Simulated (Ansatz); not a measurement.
**NH₂S (doublet): correlated methods under varied settings at a displaced geometry (v1)**

Aim: run NH₂S (doublet) at one geometry under a spread of methods and options, and see what each costs and gives.

Program: Ansatz 0.2.0, Gaussian basis. Level of theory: the settings change from run to run. These are calculated values, not measurements.

17 further runs of the same task are left out: 6 that didn't finish, 11 set aside as unsound or not needed.

## 1. The system

The geometry is a PBE0/def2-TZVP stationary point (not a proven minimum) with its atoms shifted at random (size 0.040 Å).

4 atoms, charge 0, spin multiplicity 2.

Atoms are counted from 1 here; the program's logs count them from 0.

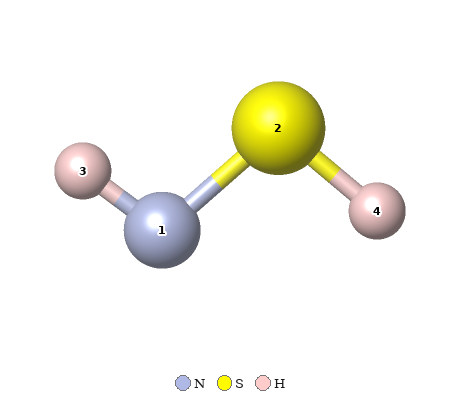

The geometry (nitrogen light blue, sulfur yellow, hydrogen pink); atoms are numbered from 1 in the order of the file.

## 2. CCSD(T) on ROHF/cc-pVDZ

in.yaml

```yaml
crystal:
  periodic: [false, false, false]
  atoms:
    - {symbol: N, position_ang: [0.000734, -0.177546, 1.108768]}
    - {symbol: S, position_ang: [-0.000099, 0.090288, -0.502094]}
    - {symbol: H, position_ang: [0.047865, 0.793835, 1.486527]}
    - {symbol: H, position_ang: [-0.054912, -1.198871, -0.921561]}
basis:
  gaussian: {orbitals: cc-pVDZ}
magnetization: {spin_polarized: false, initial_magnetization: 1}
correlation: {method: ccsd_t, electrons: valence}
```

The run is started by

```
ansatz run in.yaml --threads 1 --pin off --events-out ev --progress --plain --max-ram 2393MiB
```

The program printed, cut to the lines that bear on the results:

```text
Functional definition: HF
  name "HF"
  cite "Fock, Z. Phys. 61, 126 (1930) doi:10.1007/BF01340294"
  parent pbe
[...]
418 factors; integrals over basis functions are off by at most 1.4e-3 eV
[...]
mean field -12329.06226344 eV, -453.0846812428 hartree, gradient 2.0e-6 eV, S^2 0.750000; 2 other end points of the search recorded, 0 dependent functions left out
[...]
determinant -12329.06226344 eV, -453.0846812428 hartree, with singles and doubles -12337.67199253 eV, -453.4010829510 hartree
determinant -12326.11303590 eV, -452.9762991297 hartree, with singles and doubles -12334.50385695 eV, -453.2846561159 hartree
6 core orbitals not correlated: weight in the atoms' cores, before any rotation towards them, 1.000 or more for the frozen orbitals, at most 0.000 for the correlated occupied ones
reference -12329.06226344 eV, -453.0846812428 hartree; 7, 6 occupied and 29, 30 virtual orbitals, 418 factors
second order -7.65171746 eV of doubles, -0.10493491 eV of singles
cycle   1  -8.60940611 eV  change    3.2e-4 eV  update   9.2e-4
[...]
cycle   7  -8.60971844 eV  change    8.9e-6 eV  update   4.9e-6
perturbative correction -0.24775809 eV, -0.0091049418 hartree
Total energy: -12337.91973996 eV, -453.4101875012 hartree
```

It took 0.69 s on 1 thread of AMD EPYC 9R45, shared host.

From the report: correlation -8.8575 eV; T1 0.033; largest double amplitude 0.04.

## 3. CCSD on UHF/6-31G

in.yaml: that of step 2 with these lines changed.

```diff
@@ -8,4 +8,5 @@
 basis:
-  gaussian: {orbitals: cc-pVDZ}
-magnetization: {spin_polarized: false, initial_magnetization: 1}
-correlation: {method: ccsd_t, electrons: valence}
+  gaussian: {orbitals: 6-31G}
+magnetization: {spin_polarized: true, initial_magnetization: 1}
+correlation: {method: ccsd, electrons: outside_noble_gas}
+scf: {lower_state_search: light}
```

Launched as before.

The program printed, cut to the lines that bear on the results:

```text
Functional definition: HF
  name "HF"
  cite "Fock, Z. Phys. 61, 126 (1930) doi:10.1007/BF01340294"
  parent pbe
[...]
337 factors; integrals over basis functions are off by at most 3.0e-4 eV
[...]
mean field -12326.11841626 eV, -452.9764968546 hartree, gradient 5.7e-6 eV, S^2 0.761166; 2 other end points of the search recorded, 0 dependent functions left out
determinant -12326.11841626 eV, -452.9764968546 hartree, with singles and doubles -12330.71058549 eV, -453.1452559609 hartree
determinant -12323.44518634 eV, -452.8782574668 hartree, with singles and doubles -12327.75648213 eV, -453.0366946649 hartree
6 core orbitals not correlated: weight in the atoms' cores, before any rotation towards them, 1.000 or more for the frozen orbitals, at most 0.000 for the correlated occupied ones
reference -12326.11841626 eV, -452.9764968546 hartree; 7, 6 occupied and 13, 14 virtual orbitals, 337 factors
second order -3.92530287 eV of doubles, -0.00000000 eV of singles
cycle   1  -4.59183059 eV  change    3.4e-4 eV  update   7.0e-4
[...]
cycle   7  -4.59180330 eV  change    4.9e-7 eV  update   3.3e-6
Total energy: -12330.71021957 eV, -453.1452425135 hartree
```

Run time: 0.24 s. Hardware: 1 thread of AMD EPYC 9R45, shared host.

From the report: ⟨S²⟩ of the determinant 0.761 (pure doublet: 0.75); correlation -4.5918 eV; T1 0.029; largest double amplitude 0.04.

## 4. MP2 on UHF/6-31++G**

in.yaml: that of step 3 with these lines changed.

```diff
@@ -8,5 +8,5 @@
 basis:
-  gaussian: {orbitals: 6-31G}
+  gaussian: {orbitals: "6-31++G**", fitting: {mean_field: def2-universal-jkfit}}
 magnetization: {spin_polarized: true, initial_magnetization: 1}
-correlation: {method: ccsd, electrons: outside_noble_gas}
-scf: {lower_state_search: light}
+hamiltonian: {pseudopotentials: {relativity: none}}
+correlation: {method: mp2, electrons: outside_noble_gas}
```

Same command.

The program printed:

```text
Functional definition: HF
  name "HF"
  cite "Fock, Z. Phys. 61, 126 (1930) doi:10.1007/BF01340294"
  parent pbe
  exchange = exact_x
  correlation = 0
241 factors; integrals over basis functions are off by at most 3.2e-1 eV
mean field evaluation 1: about -12326.1543 eV, gradient 2.0e1 eV
mean field evaluation 2: about -12327.4966 eV, gradient 1.5e1 eV
mean field evaluation 4: about -12328.5993 eV, gradient 1.6e0 eV
mean field evaluation 8: about -12328.7311 eV, gradient 7.1e-4 eV
mean field -12328.73107963 eV, -453.0725104622 hartree, gradient 1.5e-6 eV, S^2 0.767162; 1 other end points of the search recorded, 0 dependent functions left out
6 core orbitals not correlated: weight in the atoms' cores, before any rotation towards them, 1.000 or more for the frozen orbitals, at most 0.000 for the correlated occupied ones
reference -12328.73107963 eV, -453.0725104622 hartree; 7, 6 occupied and 41, 42 virtual orbitals, 241 factors
second order -7.53795036 eV of doubles, -0.00000000 eV of singles
Total energy: -12336.26902999 eV, -453.3495250286 hartree
```

Run time: 0.12 s. Hardware: 1 thread of AMD EPYC 9R45, shared host.

From the report: ⟨S²⟩ of the determinant 0.767 (pure doublet: 0.75).

## 5. CISD/def2-mTZVP

in.yaml

```yaml
crystal:
  periodic: [false, false, false]
  atoms:
    - {symbol: N, position_ang: [0.000734, -0.177546, 1.108768]}
    - {symbol: S, position_ang: [-0.000099, 0.090288, -0.502094]}
    - {symbol: H, position_ang: [0.047865, 0.793835, 1.486527]}
    - {symbol: H, position_ang: [-0.054912, -1.198871, -0.921561]}
basis:
  gaussian: {orbitals: def2-mTZVP}
magnetization: {spin_polarized: false, initial_magnetization: 1}
correlation: {active_space: {ras: {orbitals: [6, 1, 34], electrons: 13, max_holes: 2, max_particles: 2}, fixed_orbitals: true}}
output: {forces: true}
```

The command is unchanged.

The program printed, cut to the lines that bear on the results:

```text
Functional definition: HF
  name "HF"
  cite "Fock, Z. Phys. 61, 126 (1930) doi:10.1007/BF01340294"
  parent pbe
[...]
420 factors; integrals over basis functions are off by at most 1.2e-3 eV
[...]
mean field -12329.39975031 eV, -453.0970836565 hartree, gradient 4.1e-6 eV, S^2 0.750000; 1 other end points of the search recorded, 0 dependent functions left out
reference -12329.39975031 eV, -453.0970836565 hartree; 13, 12 occupied and 34, 35 virtual orbitals, 420 factors
state -12337.24773828 eV, -453.3854918950 hartree
[...]
Total energy: -12337.24773828 eV, -453.3854918950 hartree
Atom 0 at     0.000734    -0.177546     1.108768 Å, force     0.048834     0.748197     1.127680 eV/Å
Atom 1 at    -0.000099     0.090288    -0.502094 Å, force    -0.010319    -0.091981    -1.296169 eV/Å
Atom 2 at     0.047865     0.793835     1.486527 Å, force    -0.041044    -0.795982     0.041625 eV/Å
Atom 3 at    -0.054912    -1.198871    -0.921561 Å, force     0.002530     0.139766     0.126864 eV/Å
Dipole moment:     0.006041     0.151291    -0.210787 e Å
```

Run time: 3.2 s. Hardware: 1 thread of AMD EPYC 9R45, shared host.

From the report: 108,671 determinants.

## 6. CISD/STO-3G

in.yaml

```yaml
crystal:
  periodic: [false, false, false]
  atoms:
    - {symbol: N, position_ang: [0.000734, -0.177546, 1.108768]}
    - {symbol: S, position_ang: [-0.000099, 0.090288, -0.502094]}
    - {symbol: H, position_ang: [0.047865, 0.793835, 1.486527]}
    - {symbol: H, position_ang: [-0.054912, -1.198871, -0.921561]}
basis:
  gaussian: {orbitals: STO-3G}
magnetization: {spin_polarized: false, initial_magnetization: 1}
correlation: {active_space: {ras: {orbitals: [6, 1, 3], electrons: 13, max_holes: 2, max_particles: 2}, fixed_orbitals: true}}
accuracy: high
```

Launched as before.

The program printed:

```text
Functional definition: HF
  name "HF"
  cite "Fock, Z. Phys. 61, 126 (1930) doi:10.1007/BF01340294"
  parent pbe
  exchange = exact_x
  correlation = 0
268 factors; integrals over basis functions are off by at most 1.4e-8 eV
mean field evaluation 1: about -12189.2925 eV, gradient 1.4e1 eV
mean field evaluation 2: about -12189.3610 eV, gradient 1.4e1 eV
mean field evaluation 4: about -12190.8627 eV, gradient 3.2e0 eV
mean field evaluation 8: about -12191.0208 eV, gradient 3.7e-2 eV
mean field evaluation 16: about -12187.5117 eV, gradient 2.8e1 eV
mean field -12191.02079055 eV, -448.0117506821 hartree, gradient 8.3e-9 eV, S^2 0.750000; 1 other end points of the search recorded, 0 dependent functions left out
reference -12191.02079055 eV, -448.0117506821 hartree; 13, 12 occupied and 3, 4 virtual orbitals, 268 factors
state -12193.29793548 eV, -448.0954342148 hartree
Total energy: -12193.29793548 eV, -448.0954342148 hartree
```

Run time: 0.8 s. Hardware: 1 thread of AMD EPYC 9R45, shared host.

From the report: 946 determinants.

## 7. CISD/cc-pVDZ

in.yaml: that of step 6 with these lines changed.

```diff
@@ -8,5 +8,5 @@
 basis:
-  gaussian: {orbitals: STO-3G}
+  gaussian: {orbitals: cc-pVDZ}
 magnetization: {spin_polarized: false, initial_magnetization: 1}
-correlation: {active_space: {ras: {orbitals: [6, 1, 3], electrons: 13, max_holes: 2, max_particles: 2}, fixed_orbitals: true}}
+correlation: {active_space: {ras: {orbitals: [6, 1, 29], electrons: 13, max_holes: 2, max_particles: 2}, fixed_orbitals: true}}
 accuracy: high
```

Same command.

The program printed:

```text
Functional definition: HF
  name "HF"
  cite "Fock, Z. Phys. 61, 126 (1930) doi:10.1007/BF01340294"
  parent pbe
  exchange = exact_x
  correlation = 0
907 factors; integrals over basis functions are off by at most 3.8e-9 eV
mean field evaluation 1: about -12327.0721 eV, gradient 2.3e1 eV
mean field evaluation 2: about -12327.1185 eV, gradient 2.3e1 eV
mean field evaluation 4: about -12328.8501 eV, gradient 2.5e0 eV
mean field evaluation 8: about -12329.0617 eV, gradient 2.8e-1 eV
mean field evaluation 16: about -12329.0624 eV, gradient 2.3e-8 eV
mean field -12329.06236944 eV, -453.0846851382 hartree, gradient 2.3e-8 eV, S^2 0.750000; 1 other end points of the search recorded, 0 dependent functions left out
reference -12329.06236944 eV, -453.0846851382 hartree; 13, 12 occupied and 29, 30 virtual orbitals, 907 factors
state -12336.91308520 eV, -453.3731936210 hartree
Total energy: -12336.91308520 eV, -453.3731936210 hartree
```

Run time: 1.6 s. Hardware: 1 thread of AMD EPYC 9R45, shared host.

From the report: 79,206 determinants.

## 8. CCSD on UHF/cc-pVDZ

in.yaml

```yaml
crystal:
  periodic: [false, false, false]
  atoms:
    - {symbol: N, position_ang: [0.000734, -0.177546, 1.108768]}
    - {symbol: S, position_ang: [-0.000099, 0.090288, -0.502094]}
    - {symbol: H, position_ang: [0.047865, 0.793835, 1.486527]}
    - {symbol: H, position_ang: [-0.054912, -1.198871, -0.921561]}
basis:
  gaussian: {orbitals: cc-pVDZ}
magnetization: {spin_polarized: true, initial_magnetization: 1}
hamiltonian: {pseudopotentials: {relativity: none}}
correlation: {method: ccsd, electrons: all, diis_vectors: 1}
scf: {omitted_lower_state_checks: [cluster_reference]}
```

The command is unchanged.

The program printed, cut to the lines that bear on the results:

```text
Functional definition: HF
  name "HF"
  cite "Fock, Z. Phys. 61, 126 (1930) doi:10.1007/BF01340294"
  parent pbe
[...]
418 factors; integrals over basis functions are off by at most 1.4e-3 eV
[...]
mean field -12329.23427385 eV, -453.0910025090 hartree, gradient 3.0e-6 eV, S^2 0.765258; 1 other end points of the search recorded, 0 dependent functions left out
reference -12329.23427385 eV, -453.0910025090 hartree; 13, 12 occupied and 29, 30 virtual orbitals, 418 factors
second order -7.81941846 eV of doubles, -0.00000000 eV of singles
cycle   1  -8.31060023 eV  change   -4.9e-1 eV  update   7.8e-2
[...]
cycle  14  -8.67244093 eV  change   -8.4e-6 eV  update   9.7e-6
Total energy: -12337.90671478 eV, -453.4097088347 hartree
Checks for a lower state left out: cluster_reference
```

Run time: 0.81 s. Hardware: 1 thread of AMD EPYC 9R45, shared host.

From the report: ⟨S²⟩ of the determinant 0.765 (pure doublet: 0.75); correlation -8.6724 eV; T1 0.020; largest double amplitude 0.04.

## 9. MRCISD+Q(1,4)/6-31G

in.yaml

```yaml
crystal:
  periodic: [false, false, false]
  atoms:
    - {symbol: N, position_ang: [0.000734, -0.177546, 1.108768]}
    - {symbol: S, position_ang: [-0.000099, 0.090288, -0.502094]}
    - {symbol: H, position_ang: [0.047865, 0.793835, 1.486527]}
    - {symbol: H, position_ang: [-0.054912, -1.198871, -0.921561]}
basis:
  gaussian: {orbitals: 6-31G}
magnetization: {spin_polarized: false, initial_magnetization: 1}
correlation: {method: fic_mrcisd_q, electrons: outside_noble_gas, active_space: {window: {electrons: 1, orbitals: 4}}}
scf: {lower_state_search: full}
```

Launched as before.

The program printed, cut to the lines that bear on the results:

```text
Functional definition: HF
  name "HF"
  cite "Fock, Z. Phys. 61, 126 (1930) doi:10.1007/BF01340294"
  parent pbe
[...]
337 factors; integrals over basis functions are off by at most 3.0e-4 eV
[...]
mean field -12326.02640070 eV, -452.9731153449 hartree, gradient 3.1e-6 eV, S^2 0.750000; 6 other end points of the search recorded, 0 dependent functions left out
reference -12326.02640070 eV, -452.9731153449 hartree; 13, 12 occupied and 13, 14 virtual orbitals, 337 factors
state -12326.02640070 eV, -452.9731153449 hartree
contracted CI cycle   1: correlation 0.00000000 eV, 0.0000000000 hartree, residual 1.69e1 eV
contracted CI cycle   2: correlation -4.05902935 eV, -0.1491665772 hartree, residual 3.35e0 eV
contracted CI cycle   3: correlation -4.30264102 eV, -0.1581191410 hartree, residual 1.25e0 eV
contracted CI cycle   4: correlation -4.33880909 eV, -0.1594482930 hartree, residual 4.13e-1 eV
contracted CI cycle   5: correlation -4.34479268 eV, -0.1596681861 hartree, residual 1.91e-1 eV
contracted CI cycle   6: correlation -4.34576776 eV, -0.1597040195 hartree, residual 6.82e-2 eV
contracted CI cycle   7: correlation -4.34587357 eV, -0.1597079079 hartree, residual 2.03e-2 eV
contracted CI cycle   8: correlation -4.34588367 eV, -0.1597082792 hartree, residual 6.86e-3 eV
contracted CI cycle   9: correlation -4.34588482 eV, -0.1597083216 hartree, residual 2.44e-3 eV
contracted CI cycle  10: correlation -4.34588496 eV, -0.1597083267 hartree, residual 7.91e-4 eV
state -12326.02640070 eV, -452.9731153449 hartree; corrected -12330.75703225 eV, -453.1469628479 hartree
WARN: 3 active orbitals are nearly empty or full. The corrections depend on them more than the energy does, and are more stable in an active space without them
Total energy: -12330.75703225 eV, -453.1469628479 hartree
```

Run time: 0.3 s. Hardware: 1 thread of AMD EPYC 9R45, shared host.

From the report: 4 determinants; active occupations 1.00, 0.00, 0.00, 0.00. The report marks this result as in doubt.

## 10. CASSCF(5,3)/6-31G

in.yaml: that of step 9 with these lines changed.

```diff
@@ -10,3 +10,3 @@
 magnetization: {spin_polarized: false, initial_magnetization: 1}
-correlation: {method: fic_mrcisd_q, electrons: outside_noble_gas, active_space: {window: {electrons: 1, orbitals: 4}}}
-scf: {lower_state_search: full}
+correlation: {active_space: {window: {electrons: 5, orbitals: 3}}}
+accuracy: high
```

Same command.

The program printed:

```text
Functional definition: HF
  name "HF"
  cite "Fock, Z. Phys. 61, 126 (1930) doi:10.1007/BF01340294"
  parent pbe
  exchange = exact_x
  correlation = 0
605 factors; integrals over basis functions are off by at most 4.5e-9 eV
mean field evaluation 1: about -12324.0180 eV, gradient 2.1e1 eV
mean field evaluation 2: about -12324.0216 eV, gradient 2.1e1 eV
mean field evaluation 4: about -12325.8245 eV, gradient 2.5e0 eV
mean field evaluation 8: about -12326.0264 eV, gradient 1.6e-1 eV
mean field evaluation 16: about -12322.7720 eV, gradient 3.1e1 eV
mean field -12326.02661479 eV, -452.9731232127 hartree, gradient 2.8e-8 eV, S^2 0.750000; 1 other end points of the search recorded, 0 dependent functions left out
reference -12326.02661479 eV, -452.9731232127 hartree; 13, 12 occupied and 13, 14 virtual orbitals, 605 factors
state -12326.02661479 eV, -452.9731232127 hartree
Total energy: -12326.02661479 eV, -452.9731232127 hartree
```

Run time: 0.24 s. Hardware: 1 thread of AMD EPYC 9R45, shared host.

From the report: 3 determinants; active occupations 2.00, 2.00, 1.00. With so small a space the active step adds no correlation: the energy is the mean field's.

## 11. All runs side by side

Where basis and cores are those of an earlier UCCSDT(Q)/cc-pVDZ run (-12337.9659 eV), and the state is the same kind, the miss against it is given. † marks a result that the program doubts.

```csv
level,correlated,functions,energy (eV),from UCCSDT(Q) (meV),time
CCSD(T) on ROHF/cc-pVDZ,valence,42,-12337.9197,46.2,0.69 s
CCSD on UHF/6-31G,outside noble gas,26,-12330.7102,,0.24 s
MP2 on UHF/6-31++G**,outside noble gas,54,-12336.2690,,0.12 s
CISD/def2-mTZVP,outside noble gas,47,-12337.2477,,3.2 s
CISD/STO-3G,valence,16,-12193.2979,,0.8 s
CISD/cc-pVDZ,outside noble gas,42,-12336.9131,1052.8,1.6 s
CCSD on UHF/cc-pVDZ,all,42,-12337.9067,,0.81 s
"MRCISD+Q(1,4)/6-31G †",outside noble gas,26,-12330.7570,,0.3 s
"CASSCF(5,3)/6-31G",,26,-12326.0266,,0.24 s
```

## 12. Summary of results

| quantity | value |
| --- | --- |
| runs | 9 |
| quickest | MP2 on UHF/6-31++G**, 0.12 s |
| slowest | CISD/def2-mTZVP, 3.2 s |

In words: Total energies in different bases, with other cores or another treatment of relativity can't be set against each other. CISD/def2-mTZVP took 27 times as long as MP2 on UHF/6-31++G**; the jobs differ in more than the method. Among the correlated runs with a miss given, it spans +46 to +1053 meV.
